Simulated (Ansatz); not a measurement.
**SiNH2F (SMILES N[Si]F): B2PLYP/STO-3G**

What is the electronic atomisation energy of SiNH2F at B2PLYP/STO-3G? 

The calculation is run with Ansatz 0.2.0.

69 further runs of the same task are left out: 69 set aside as unsound or not needed.

### 1 The molecule

The species is SiNH2F (5 atoms), meant as a singlet with charge 0. As SMILES, `N[Si]F`. Geometry: relaxed at PBE0-D4/def2-TZVP. This is one conformer, not always the lowest.

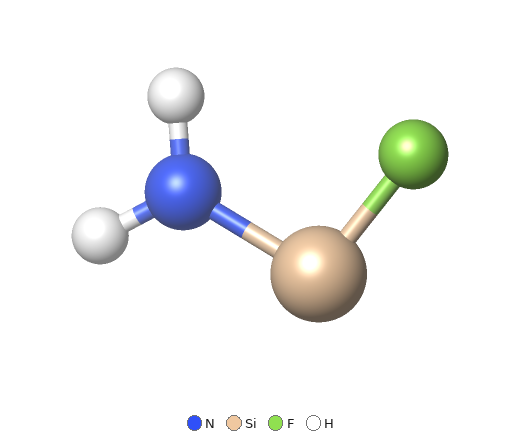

The structure, seen from a chosen angle (nitrogen blue, silicon light orange, fluorine green, hydrogen white).

### 2 A single-point energy at B2PLYP/STO-3G

Input file in.yaml:

```yaml
crystal:
  periodic: [false, false, false]
  atoms:
    - symbol: N
      position_ang: [-0.421300, 0.240100, -0.331100]
    - symbol: Si
      position_ang: [0.136100, -1.133600, 0.505100]
    - symbol: F
      position_ang: [1.565400, -0.548800, 1.001500]
    - symbol: H
      position_ang: [0.085400, 1.109600, -0.420900]
    - symbol: H
      position_ang: [-1.315700, 0.259100, -0.796000]
basis:
  gaussian:
    orbitals: STO-3G
accuracy: high
correlation:
  frozen_orbitals: {F: 1, H: 0, "N": 1, Si: 5}
hamiltonian:
  xc: {name: B2PLYP}
```

Command:

```console
$ ansatz run in.yaml --threads 1 --pin off --max-ram 2610MiB --events-out events.jsonl --progress --plain --runs-dir runs
```

The program printed:

```text
Warning: RAYON_NUM_THREADS=1 ignored (pool sized by the plan → 1); use --threads N
Functional definition: B2PLYP
  name "B2PLYP"
  parameter a = 0.53
  parameter c = 0.27
  exchange = (1 - a)*b88_x + a*exact_x
  correlation = (1 - c)*lyp_c + c*(mp2_os + mp2_ss)
383 factors; integrals over basis functions are off by at most 2.9e-8 eV
mean field evaluation 1: about -11954.4358 eV, gradient 2.1e1 eV
mean field evaluation 2: about -11954.4612 eV, gradient 2.1e1 eV
mean field evaluation 4: about -11956.1249 eV, gradient 5.7e-1 eV
mean field evaluation 8: about -11956.1257 eV, gradient 8.3e-3 eV
mean field evaluation 16: about -11956.1257 eV, gradient 1.1e-8 eV
mean field -11956.12572501 eV, -439.3795162410 hartree, gradient 1.2e-8 eV, S^2 0.000000; 0 other end points of the search recorded, 0 dependent functions left out
7 core orbitals not correlated: weight in the atoms' cores, before any rotation towards them, 1.000 or more for the frozen orbitals, at most 0.000 for the correlated occupied ones
reference -11956.12574183 eV, -439.3795168591 hartree; 9, 9 occupied and 5, 5 virtual orbitals, 383 factors
second order -3.83740837 eV of doubles, -0.00000000 eV of singles
Total energy: -11957.16184209 eV, -439.4175928413 hartree
```

It took 1.7 s on 1 thread of Arm Neoverse V1, shared host; peak memory 0.1 GiB.

### 3 The F atom, same level

Input file job.yaml:

```yaml
crystal:
  periodic: [false, false, false]
  atoms:
    - {symbol: F, position_ang: [0.000000, 0.000000, 0.000000]}
basis:
  gaussian:
    orbitals: STO-3G
hamiltonian:
  xc: {name: B2PLYP}
accuracy: high
correlation:
  frozen_orbitals: {F: 1}
magnetization:
  spin_polarized: true
  initial_magnetization: 1
```

Run the same way, it converges to -98.18742 Eh (log not shown).

### 4 The H atom, same level

Input file job.yaml:

```yaml
crystal:
  periodic: [false, false, false]
  atoms:
    - symbol: H
      position_ang: [0.000000, 0.000000, 0.000000]
basis:
  gaussian: {orbitals: STO-3G}
total_charge: 0
magnetization: {spin_polarized: true, initial_magnetization: 1}
hamiltonian: {xc: {name: B2PLYP}}
correlation: {frozen_orbitals: {H: 0}}
accuracy: high
```

Run the same way, it converges to -0.46478 Eh (log not shown).

### 5 The N atom

Input file input.yaml:

```yaml
crystal:
  periodic: [false, false, false]
  atoms:
    - {symbol: N, position_ang: [0.000000, 0.000000, 0.000000]}
basis:
  gaussian: {orbitals: STO-3G}
magnetization: {spin_polarized: true, initial_magnetization: 3}
hamiltonian: {xc: {name: B2PLYP}}
correlation: {frozen_orbitals: {"N": 1}}
accuracy: high
```

Run the same way, it converges to -53.83561 Eh (log not shown).

### 6 The Si atom at the same level

Input file molecule.yaml:

```yaml
crystal:
  periodic: [false, false, false]
  atoms:
    - {symbol: Si, position_ang: [0.000000, 0.000000, 0.000000]}
basis:
  gaussian:
    orbitals: STO-3G
hamiltonian:
  xc: {name: B2PLYP}
magnetization:
  spin_polarized: true
  initial_magnetization: 2
correlation:
  frozen_orbitals: {Si: 5}
accuracy: high
```

Run the same way, it converges to -285.81514 Eh (log not shown).

### 7 Summary of results

Level: B2PLYP/STO-3G, 7 core orbitals frozen.

| quantity | value |
| --- | --- |
| molecule: total energy | -439.41759 Eh |
| F atom: total energy | -98.18742 Eh |
| F atom: ⟨S²⟩ | 0.750 |
| H atom: total energy | -0.46478 Eh |
| H atom: ⟨S²⟩ | 0.750 |
| N atom: total energy | -53.83561 Eh |
| N atom: ⟨S²⟩ | 3.750 |
| Si atom: total energy | -285.81514 Eh |
| Si atom: ⟨S²⟩ | 2.000 |
| electronic atomisation energy | 17.684 eV |

What this shows: Taking the molecule apart into free atoms costs 17.68 eV (408 kcal/mol), before zero-point energy and without spin-orbit coupling. In a minimal basis such a difference can be off by several eV, whatever the method.
